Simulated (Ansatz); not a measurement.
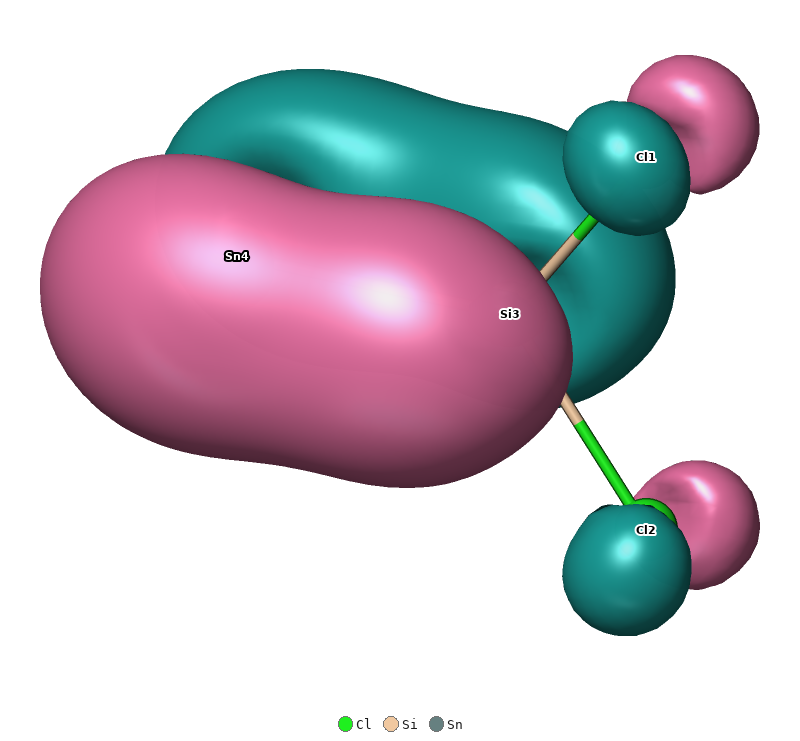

*Cl$_{2}$SiSn (SMILES Cl[Si](Cl)=[Sn]) (triplet). One frontier orbital at ±0.1 Å⁻³ᐟ² (teal and pink are the two phases), seen at a tilt.*

Geometry: r2SCAN-D4/def2-SVP; core potentials replace the inner electrons of Sn.

Theory: isolated molecule in a Gaussian basis; Kohn-Sham density functional theory, functional PBE0 (Ansatz).

Question: Which orbital is it: HOMO (β) or LUMO (β)?

Answer: The LUMO (β), at −3.46 eV. It lies mainly on Sn4 (about 50 %) and Si3 (about 40 %); it changes sign across the molecular plane (π type); π-bonding across Si3–Sn4.
